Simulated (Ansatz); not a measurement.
# CMo: the cost of one run

Computed with Ansatz 0.2.0 (the levels named in each step, unless a step's input says otherwise).

## Step 1: The starting structure

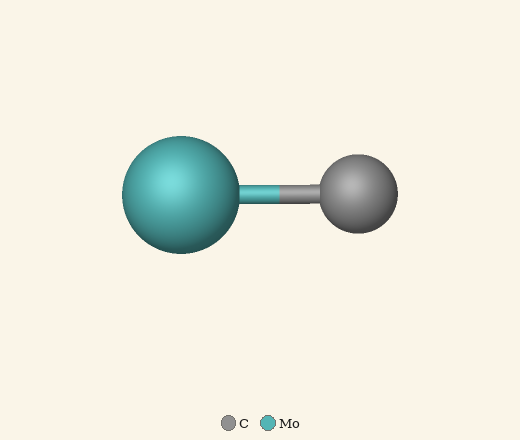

Start, viewed from a chosen angle; carbon grey, molybdenum teal.

As a file:

```xyz
2

C     0.0000    0.0000    0.0000
Mo    0.0000    0.0000    1.8658
```

## Step 2: A rough first relaxation, PBE-D4/def2-SVP

This run stands in another session on the same molecule. It ended at:

```xyz
2

C     0.0000    0.0000    0.0938
Mo    0.0000    0.0000    1.7720
```

## Step 3: Relaxation, PBE0-D4/def2-TZVPP

This run stands in another session on the same molecule. It ended at:

```xyz
2

C     0.0000    0.0000    0.1077
Mo    0.0000    0.0000    1.7581
```

## Step 4: Frequencies, PBE0-D4/def2-TZVPP

The input, input.yaml:

```yaml
crystal:
  periodic: [false, false, false]
  atoms:
    - { symbol: C, position_ang: [0.0, 0.0, 0.10766546] }
    - { symbol: Mo, position_ang: [0.0, 0.0, 1.75813454] }
magnetization:
  spin_polarized: true
  initial_magnetization: 2
basis:
  gaussian: { orbitals: def2-TZVPP }
hamiltonian:
  xc: pbe0
  dispersion: d4
phonons: {}
```

Run with:

```bash
$ ansatz run input.yaml --threads 2 --pin off --max-ram 5120MiB --backend cpu --events-out ev --progress --plain --runs-dir out
```

Q: Estimate wall time and peak memory on 2 threads of Intel Xeon at 2.50GHz (Skylake/Cascade Lake), shared host.

About 38 s, with a peak of 0.16 GiB.
